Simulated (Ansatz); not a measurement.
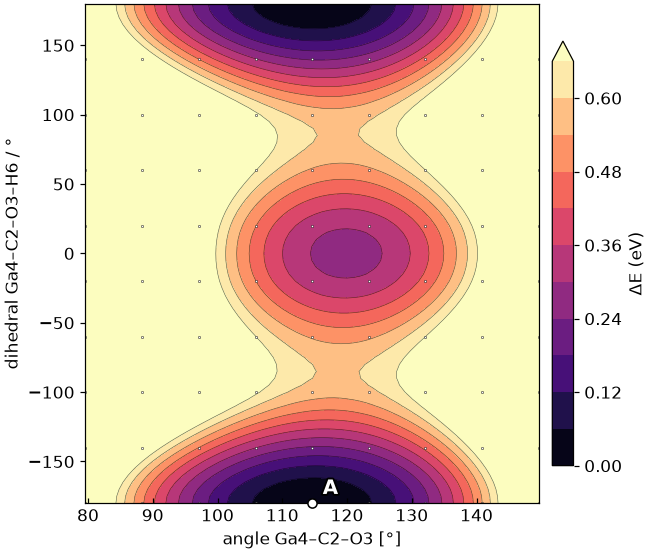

CH₄GaNO, SMILES N=[C](O)[GaH2]. Coordinates scanned: (1) angle Ga4–C2–O3; (2) dihedral Ga4–C2–O3–H6. Nothing is relaxed (all other coordinates rigid). The scan uses a 9 × 9 grid. Energies: eV, counted from the lowest grid point. These are results of RKS r2SCAN-D4/def2-TZVP in Ansatz 0.2.0, not measurements.

In the figure: filled contours, dots at the grid points, one colour for all values above the top of the scale, the well A. Between grid points the surface is interpolated.

Where is the minimum, and how stiff is the well along each coordinate? Take the well at A.

Answer. The interpolated minimum is at angle Ga4–C2–O3 ≈ 114.6°, dihedral Ga4–C2–O3–H6 ≈ −180°. The curvatures there are about 4.6 eV/rad² and 1.2 eV/rad², with a cross term of about 0 eV/rad². Round the minimum the two coordinates are nearly uncoupled.
